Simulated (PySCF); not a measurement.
# C5H12GeN2O2: excited states

Wanted: excited states for C5H12GeN2O2 (`CC[O][GeH2]/[N]=C/C(=O)NC`).

Programs: PySCF 2.14.0, with routines of our own; each step states its level. All values are computed. Atoms count from 0.

## (1) The system as given

22 atoms, charge 0, multiplicity 1; geometry from: GFN2-xTB.

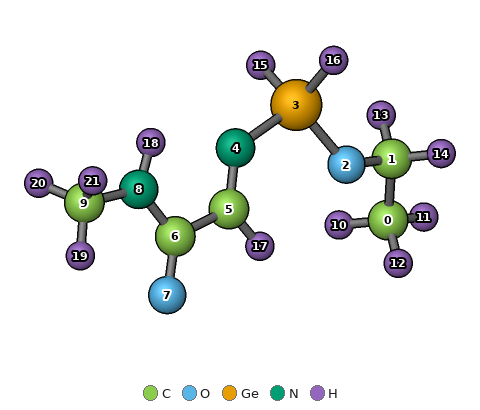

The starting geometry (carbon green, oxygen blue, germanium amber, nitrogen teal, hydrogen purple).

## (2) Excited states: TDA CAM-B3LYP/def2-SVP

Job settings and geometry (Å):

```
{"job": {"kind": "states", "xc": "CAM-B3LYP", "basis": "def2-SVP", "tda": true, "soc": true, "nstates": 8, "ntriplets": 6, "nquad": 4}, "charge": 0, "multiplicity": 1}
C     -3.957367    -1.159519     0.285331
C     -3.545340     0.279116     0.012617
O     -2.149155     0.325929    -0.216382
Ge    -0.978375     1.524829     0.279305
N      0.670700     0.788408     0.051347
C      0.948693    -0.367485    -0.362942
C      2.380220    -0.817247    -0.485699
O      2.676988    -1.932825    -0.866853
N      3.258104     0.137345    -0.133448
C      4.684487    -0.041766    -0.160727
H     -3.457078    -1.527556     1.177934
H     -5.033126    -1.215023     0.429380
H     -3.675633    -1.790367    -0.553665
H     -3.825119     0.913370     0.861454
H     -4.059306     0.654613    -0.879897
H     -1.141597     1.881730     1.735296
H     -1.028358     2.764656    -0.574113
H      0.213718    -1.121645    -0.657981
H      2.864766     1.016976     0.171892
H      4.882999    -1.049340    -0.523966
H      5.107440     0.072041     0.839488
H      5.151930     0.683145    -0.830004
```

Level: TDA CAM-B3LYP/def2-SVP excited states, vertical, gas phase, spin-orbit mean-field couplings.

The run is started by

```console
> OMP_NUM_THREADS=1 python excited_run.py task.json out
```

This one command runs all jobs of the session in turn.

What it wrote:

```text
coarse grid: 83584 points
cycle   1  E = -2533.7556744908  dE =  9.839e-01  |g| = 1.182e+00  |ddm| = 4.864e+00
cycle   2  E = -2533.3405924894  dE =  4.151e-01  |g| = 1.920e+00  |ddm| = 3.036e+00
cycle   3  E = -2534.0206615064  dE = -6.801e-01  |g| = 2.044e-01  |ddm| = 2.073e+00
cycle   4  E = -2534.0268534215  dE = -6.192e-03  |g| = 1.055e-01  |ddm| = 2.437e-01
cycle   5  E = -2534.0288209969  dE = -1.968e-03  |g| = 2.417e-02  |ddm| = 9.827e-02
cycle   6  E = -2534.0289399780  dE = -1.190e-04  |g| = 6.706e-03  |ddm| = 2.658e-02
cycle   7  E = -2534.0289511217  dE = -1.114e-05  |g| = 2.621e-03  |ddm| = 1.005e-02
cycle   8  E = -2534.0289527296  dE = -1.608e-06  |g| = 1.104e-03  |ddm| = 4.274e-03
final grid: 177944 points
cycle   9  E = -2534.0289815614  dE =  9.931e-08  |g| = 1.621e-03  |ddm| = 2.891e-03
cycle  10  E = -2534.0289808553  dE =  7.062e-07  |g| = 2.497e-03  |ddm| = 3.339e-03
cycle  11  E = -2534.0289821022  dE = -1.247e-06  |g| = 1.216e-04  |ddm| = 2.067e-03
cycle  12  E = -2534.0289821061  dE = -3.936e-09  |g| = 5.848e-05  |ddm| = 1.523e-04
cycle  13  E = -2534.0289821074  dE = -1.279e-09  |g| = 2.813e-05  |ddm| = 1.583e-04
cycle  14  E = -2534.0289821076  dE = -1.783e-10  |g| = 5.242e-06  |ddm| = 3.314e-05
converged SCF energy = -2534.0289821076

Singlet excitations
state   eV       nm        f     d(h-e)  d(exc)  Lambda  PR(NTO)  |dmu|/D   mu/D   main configurations
  1   3.7927   326.9   0.00021   0.187   2.495   0.553   1.036    0.710    3.253   H->L 0.94
  2   4.9735   249.3   0.00007   0.707   2.484   0.490   1.104    2.236    2.196   H-3->L 0.82
  3   5.4300   228.3   0.06644   2.090   3.124   0.462   1.044    7.838    6.416   H-1->L 0.96
  4   6.5013   190.7   0.02597   3.305   4.102   0.255   1.009   13.146   15.662   H-2->L 0.92
  5   7.1788   172.7   0.00492   3.189   4.045   0.211   1.058                     H-4->L 0.90
  6   7.3237   169.3   0.02040   0.963   3.056   0.426   1.122                     H-2->L+1 0.69, H->L+1 0.21
  7   7.4912   165.5   0.18283   1.122   3.364   0.462   1.962                     H->L+1 0.31, H-5->L 0.28, H-2->L+1 0.16
  8   7.7263   160.5   0.24218   0.632   3.417   0.556   2.187                     H-5->L 0.50, H->L+1 0.25

Triplet excitations (Tamm-Dancoff)
state   eV     d(h-e)  d(exc)  Lambda  PR(NTO)   main configurations
  1   3.2065   0.062   2.406   0.549   1.045   H->L 0.89
  2   3.9786   1.356   2.697   0.460   1.013   H-1->L 0.90
  3   4.4542   0.778   2.432   0.491   1.144   H-3->L 0.77
  4   4.7136   0.331   2.173   0.715   1.039   H-5->L 0.77
  5   6.4196   3.186   4.036   0.265   1.008   H-2->L 0.89
  6   6.8594   0.844   2.707   0.460   1.046   H-2->L+1 0.76
S1 - T1 = 0.5863 eV

Spin-orbit couplings |<S|Hso|T>| (cm-1)
             T1       T2       T3       T4       T5       T6
S0       24.283    0.894   49.841    2.747    9.140   66.310
S1        0.678   16.775    0.528   26.740   24.633    6.715
S2        0.422   26.694    1.095    1.464   10.053    3.755
S3       11.697    0.926   22.736    0.063    0.763    0.925
S4       23.188    0.758    4.227    4.318    3.379   25.141
S5       48.775    0.751   12.882   16.490   68.064    6.409
S6        8.256    0.222    4.911    2.078   30.145   13.907
S7       17.314    0.437    8.526    2.311   14.982   18.877
S8       42.074    0.489    5.948    1.269    7.542   22.701
T1 sublevels (cm-1): 0.000 0.088 0.111   radiative rates (1/s): 1.35 31.5 561
```

Wall time 1.8 min (1 thread of Arm Neoverse V1, shared host); peak memory 1.3 GiB.

In short:

```tsv
quantity	value
S1 less T1	0.59 eV
```

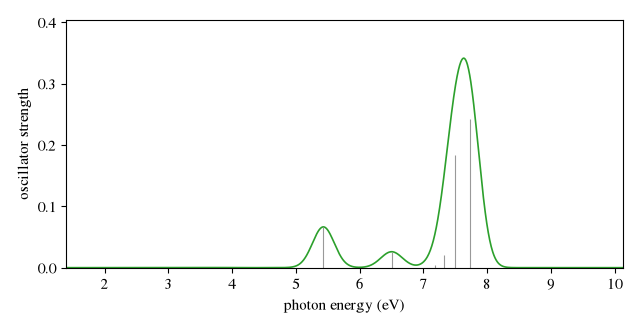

Absorption lines of the singlets. Lines are broadened to a width of 0.40 eV (Gaussian).

Orbitals, density, ELF and potential are computed afterwards from the orbital file.

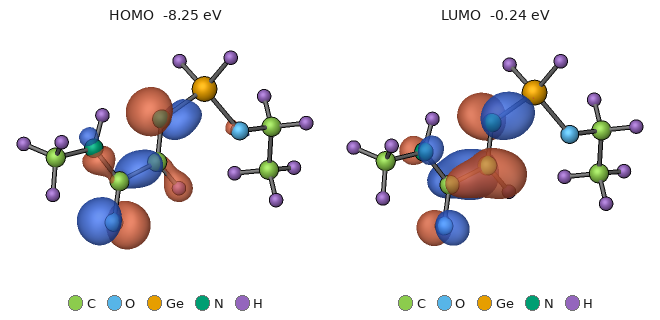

CAM-B3LYP/def2-SVP orbitals near the gap, drawn at the value that encloses 70 % of each; the two colours are the two signs.

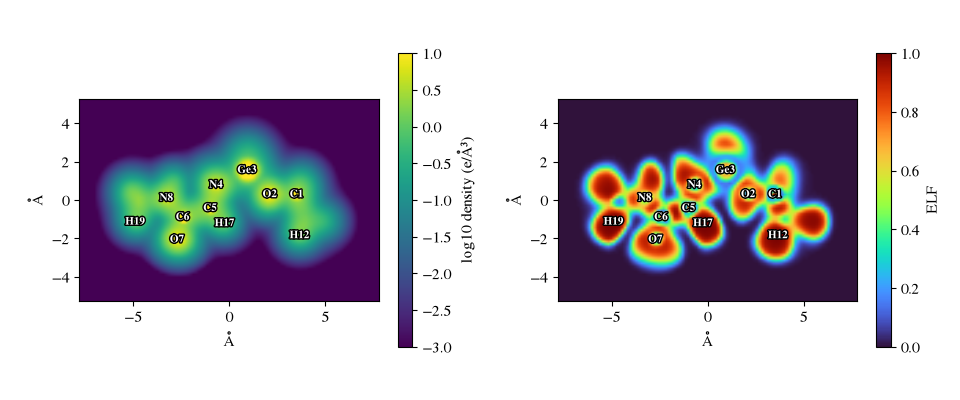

Density (left) and ELF (right) in a plane through or near 11 of the atoms.

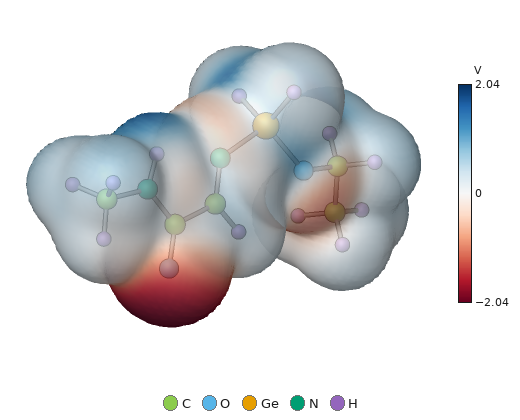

Electrostatic potential on the surface of density 0.002 e/bohr³; red is low, blue high. It runs from -2.04 V near O7 to 1.40 V near H18.

## (3) Summary of results

```
                                                                  quantity               value
                               S1 less T1 (step 2, TDA CAM-B3LYP/def2-SVP)             0.59 eV
potential on the surface of density 0.002 e/bohr³, 1st and 99th percentile  -2.04 V and 1.40 V
```

What this shows: Scalar relativity is left out for the heavy atoms. In step 2, the number of triplets below S1 is 1, and the largest singlet-triplet spin-orbit coupling is S5–T5, 68.06 cm⁻¹.
